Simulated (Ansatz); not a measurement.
Process, species as SMILES: F[Si]F (closed-shell singlet) → 2 F atom + Si atom
B3LYP-D3(BJ)/def2-TZVP geometries, fixed; electronic energies without zero-point terms.
Largest species:
```xyz
3

Si     0.0153     0.0127     0.5768
F      1.0240    -0.6902    -0.4611
F     -1.0478     0.6704    -0.4362
```

Basis-set convergence of the atomisation energy at MP2 with Ansatz (a program for electronic structure). Cartesian d functions, on some or all atoms, in 6-31G**, 6-311G**; all else is spherical. Cores are frozen. A restricted Hartree-Fock determinant is unstable towards unrestricted orbitals. Open shells are unrestricted. No added dispersion term, no relativity. Functions are those of the species that has most. Reference: Hartree-Fock in aug-cc-pV(5+d)Z plus the correlation part extrapolated as X^-3 from aug-cc-pV(Q+d)Z and aug-cc-pV(5+d)Z, 314.86 kcal/mol, itself unsure by roughly 0.55 kcal/mol (a third of the extrapolation step and of the last Hartree-Fock step). Deviations are taken from unrounded values.

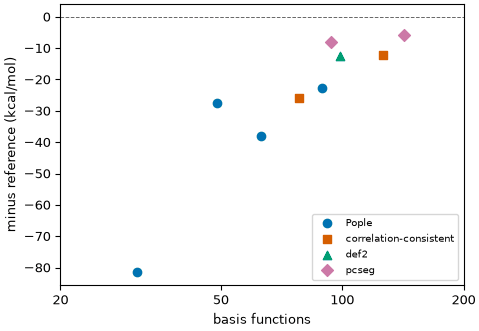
Figure. Deviation from the reference against the number of basis functions, by family of sets.

| basis | functions | atomisation energy (kcal/mol) | minus reference (kcal/mol) |
|---|---|---|---|
| 3-21G | 31 | 233.34 | -81.52 |
| 6-31G** | 49 | 287.24 | -27.62 |
| 6-311G** | 63 | 276.94 | -37.93 |
| aug-cc-pV(D+d)Z | 78 | 289.11 | -25.75 |
| 6-311++G(2d,2p) | 89 | 292.05 | -22.81 |
| pcseg-2 | 94 | 306.85 | -8.01 |
| def2-TZVP | 99 | 302.34 | -12.52 |
| jun-cc-pV(T+d)Z | 126 | 302.76 | -12.10 |
| aug-pcseg-2 | 142 | 308.91 | -5.95 |
